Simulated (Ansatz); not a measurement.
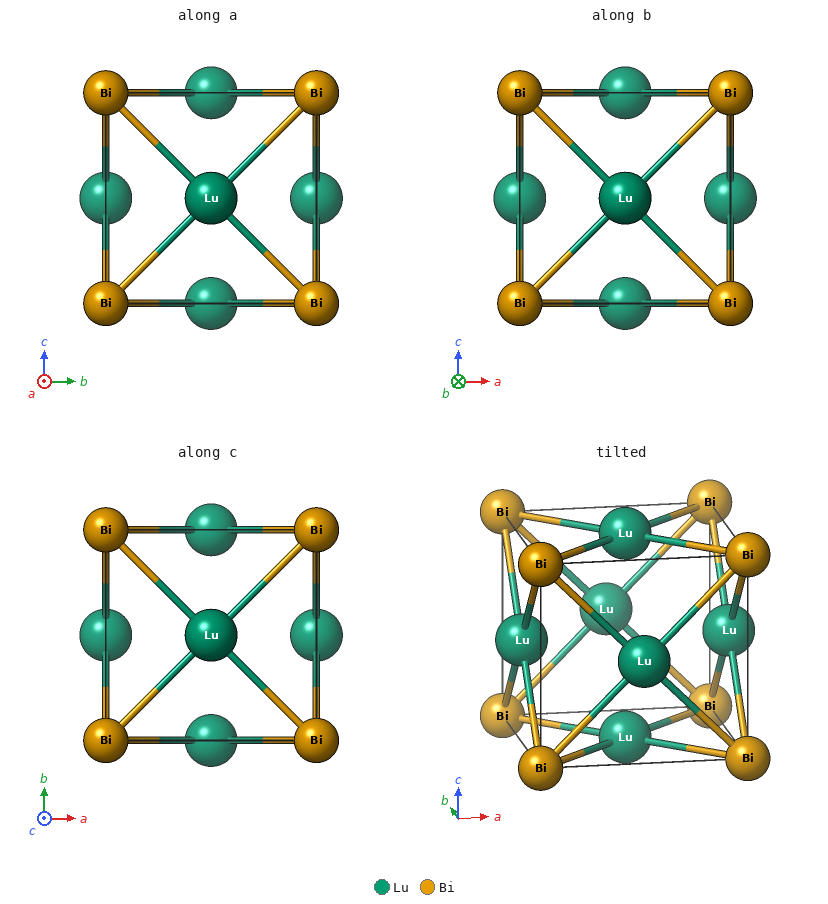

Drawn in the ball-and-stick manner and seen along the a axis, along the b axis, along the c axis and slightly off an axis. The lines enclose the conventional unit cell; boundary atoms appear with their images.

Lattice parameters: a = 4.786 Å, b = 4.786 Å, c = 4.786 Å, α = 90.00°, β = 90.00°, γ = 90.00°. Put a along x and b in the xy plane.

### Write down what is shown as a POSCAR file.

```
Lu Bi
1.0
     4.786    0.000    0.000
     0.000    4.786    0.000
     0.000    0.000    4.786
Lu Bi
3 1
Direct
  0.5000 0.5000 0.0000
  0.5000 0.0000 0.5000
  0.0000 0.5000 0.5000
  0.0000 0.0000 0.0000
```

Provenance: a structure type filled with these elements by a generator (whether the compound takes this form wasn't checked). Earlier steps of the study, as a rule a relaxation of our own, may have changed the cell and positions, so they can lie some per cent off the listed ones. It was the input of a calculation with Ansatz.
